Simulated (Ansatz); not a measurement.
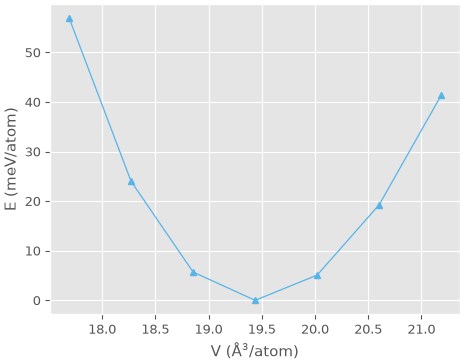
Figure. LaAgO$_{2}$ in space group R-3m (No. 166; La on 3b, Ag on 3a, O on 6c) under volume change, DFT-r²SCAN in the program Ansatz with PAW potentials, shape and atoms relaxed at each volume.

Question: What does a third-order Birch–Murnaghan fit give for V₀, B₀ and B′?

Answer: V₀ = 19.44 Å³/atom, B₀ = 98.2 GPa, B′ = 4.3.

The workflow started from a Materials Project entry (that database holds measured and hypothetical structures alike); the Crystallography Open Database copy checked does not list it. Its standing as an ambient phase is unchecked. The cell was relaxed with r²SCAN under the symmetry of its start; its stability against distortions is not shown here. The run is not spin-polarised. Scalar-relativistic: spin–orbit coupling is off unless named, which matters more the heavier the elements.

Potentials: the later of the program's two PAW sets.
